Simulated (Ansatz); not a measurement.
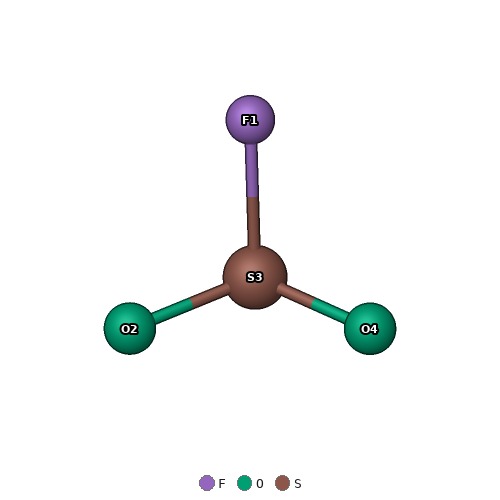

The system is FO2S, charge −1; the picture shows the reference structure. The turn is about an axis along (0.84, 0.46, 0.30) in the frame of the relaxed pair, normal to the line between the partners. The first coordinate is: distance S3···F1; the second: turn of F1 about S3. Grid: 15 × 15 points; 117 points were computed and 102 follow by symmetry. At 6 points there is no value (left out of the scan, as a rule where atoms come close). Points are written as (first, second). Energies: kcal/mol, counted from the lowest grid point. Energies and slopes of some neighbouring points disagree (a jump in structure or state, or too coarse a mesh). The calculation used RHF/def2-SVPD in Ansatz 0.2.0.

Its coordinates:

```xyz
4

F     0.0739   -0.0271   -1.4577
O    -0.4039    1.1920    0.5971
S    -0.4035   -0.2058    0.1660
O     0.7335   -0.9591    0.6947
```

Range: distance S3···F1 from 1.430 to 2.830 Å; turn of F1 about S3 from −90.0 to 90.0°.

> What landscape does the calculation give?

The lowest grid point is at (1.672 Å, 0.0°). The highest grid point, (1.592 Å, −90.0°), lies 617 kcal/mol above the lowest.

```tsv
turn of F1 about S3 ↓, distance S3···F1 →	1.430	1.464	1.521	1.592	1.672	1.761	1.857	1.960	2.069	2.184	2.304	2.428	2.558	2.692	2.830
90.0	–	–	–	617	502	394	304	237	194	171	165	170	173	140	111
77.1	539	503	445	381	318	263	220	189	172	164	160	147	125	104	88
64.3	400	375	338	299	263	232	207	186	165	142	119	100	85	75	68
51.4	330	309	277	242	208	176	147	122	101	85	73	65	60	56	54
38.6	160	146	126	107	91	78	67	59	53	49	46	45	44	45	45
25.7	75	65	52	41	34	29	27	27	27	29	30	32	35	37	39
12.9	36	28	18	11	8	7	8	11	15	18	22	26	29	33	36
0.0	25	17	9	3	0	0	3	6	11	15	19	24	28	31	35
−12.9	36	28	18	11	8	7	8	11	15	18	22	26	29	33	36
−25.7	75	65	52	41	34	29	27	27	27	29	30	32	35	37	39
−38.6	160	146	126	107	91	78	67	59	53	49	46	45	44	45	45
−51.4	330	309	277	242	208	176	147	122	101	85	73	65	60	56	54
−64.3	400	375	338	299	263	232	207	186	165	142	119	100	85	75	68
−77.1	539	503	445	381	318	263	220	189	172	164	160	147	125	104	88
−90.0	–	–	–	617	502	394	304	237	194	171	165	170	173	140	111
```

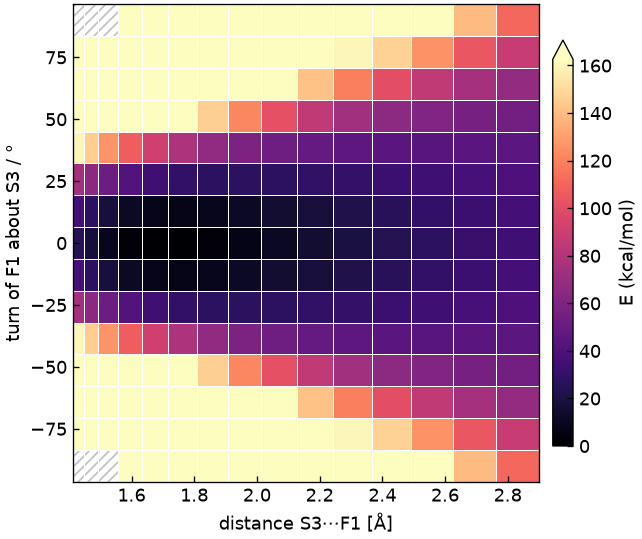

Drawn: one coloured cell a grid point, one colour for all values above the top of the scale, hatched blanks where no value was computed.

The whole map (117 points run) took 5.5 min on 1 thread of Arm Neoverse V1, on a shared host.
